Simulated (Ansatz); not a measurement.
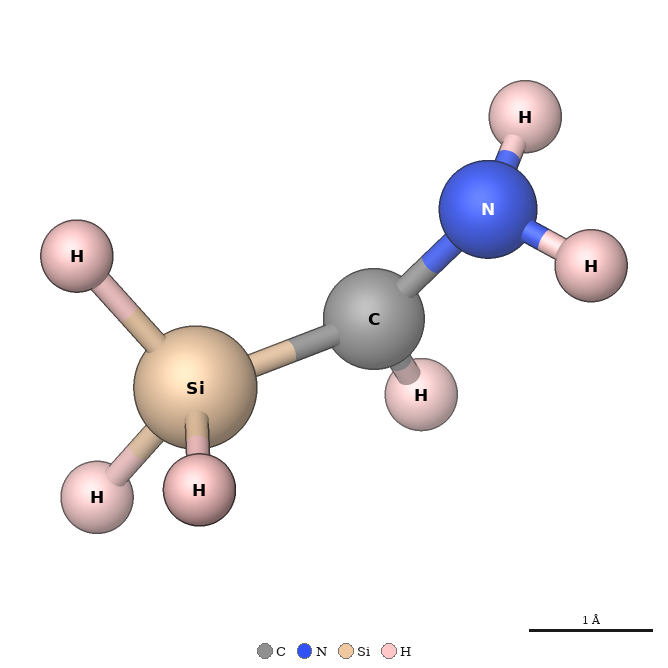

Distant atoms are faded towards the background colour. Charge −1, singlet. The computed structure is the end point of a PBE0-D4/def2-TZVPD optimisation. No frequency run is at hand to confirm it as a minimum. Masses are those of the most abundant isotopes; constants are for the rigid equilibrium geometry.

### Classify the rotor and give the rotational constants (GHz).

An asymmetric top (C1): A = 32.8, B = 4.94, C = 4.61 GHz. Ray's parameter κ is −0.98, close to the prolate limit.
